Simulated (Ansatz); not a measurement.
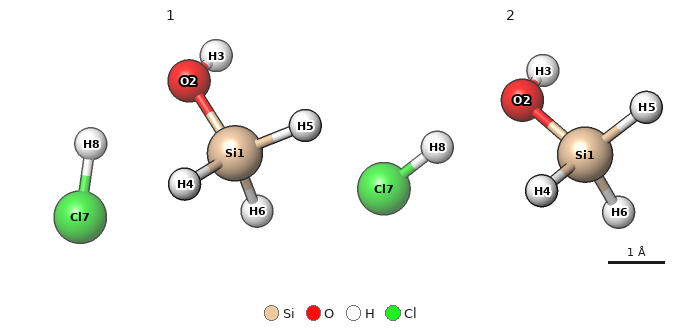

Two geometries of SiH5OCl, drawn at one scale. One is the start of a relaxation, the other its converged end. The picture is a ball-and-stick view, seen at a tilt.

Computed with RKS revPBE/def2-SVP in Ansatz 0.2.0. (no spin polarisation; force threshold 0.03 eV/Å; at most 50 steps)

Question: Which one is relaxed?

Answer: Structure 2 is the relaxed one. The run prepares an end point of a later path (reaction) calculation, from a guessed geometry. After 9 geometry steps the energy has fallen by 3.85 kcal/mol. The largest force component goes from 0.78 to 0.02 eV/Å. The atom that moves furthest after the best rigid fit is Cl7 (0.93 Å). By element the largest moves are Cl 0.93 Å, H 0.44 Å, O 0.37 Å, Si 0.21 Å. Among the contacts that change: Cl7–H8 1.340 → 1.319 Å, Si1–O2 1.693 → 1.710 Å, Si1–H5 1.513 → 1.506 Å.

Limits of the set-up: the start holds two separate molecules, 2.2 Å apart at their closest, whose relative position is a soft coordinate and is computed without a dispersion correction.
